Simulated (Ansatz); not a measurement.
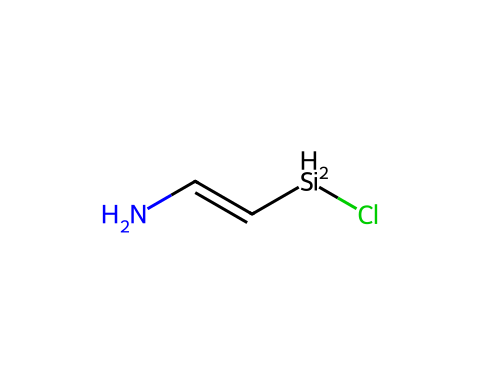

(Drawn from a calculation with Ansatz.)

2D structure.

Q: Write the SMILES.

A: N/C=C/[SiH2]Cl

Q: What is the molecular formula?

A: C2H6ClNSi.

Q: An optimisation with PBE0-D4/def2-TZVP gave a structure of which point group?

A: C1. Other conformers may differ.
